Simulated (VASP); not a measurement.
Band structure of WSe$_{2}$. All values below come from HSE06 screened hybrid, VASP's PBE PAW potentials (set 64) (plane waves; VASP 6.6.1).

The cell holds a wide vacuum, so values per volume refer to the whole cell. Unless said otherwise, spin-orbit coupling is left out, though it shifts the bands of the heavy elements here.

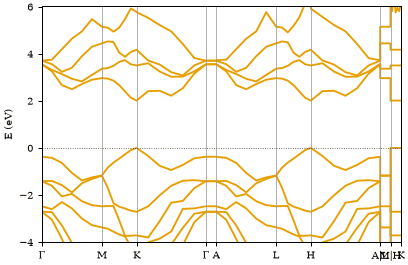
*Bands along high-symmetry lines, zero at the valence-band maximum or, without a gap, the Fermi level*

Problem. Read the plot: is there a gap, and where are the band edges?

Solution. The gap is direct, 2.01 eV, from the valence maximum at K to the conduction minimum at K.

The cell is a sheet with vacuum, built from a database entry that may be metastable or hypothetical. The cell's shape comes from a PBE relaxation.
